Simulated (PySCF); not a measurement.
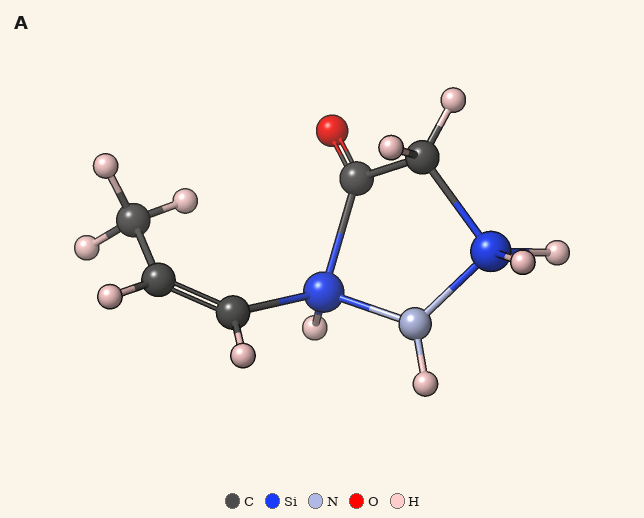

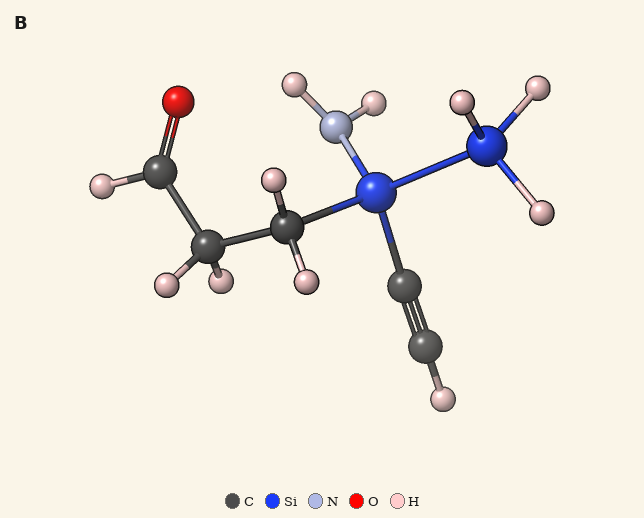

2 stationary structures of one formula. Geometries: GFN2-xTB. Electronic energies: PBE0/pcSseg-1 (PySCF 2.14.0), without zero-point energy. No frequency run is at hand to confirm each as a minimum. Each is one conformer, not always the lowest.

### Which structure is the most stable?

A is lowest; B lies 183.5 kJ/mol above it. A is `C/C=C\[Si@@H]1N[SiH2]CC1=O`, B is `C#C[Si@](N)([SiH3])CCC=O`.

The geometry is semi-empirical. Around Si such bond lengths and angles can be off by a tenth of an ångström or more and by several degrees, and values that hang on the shape move with them.
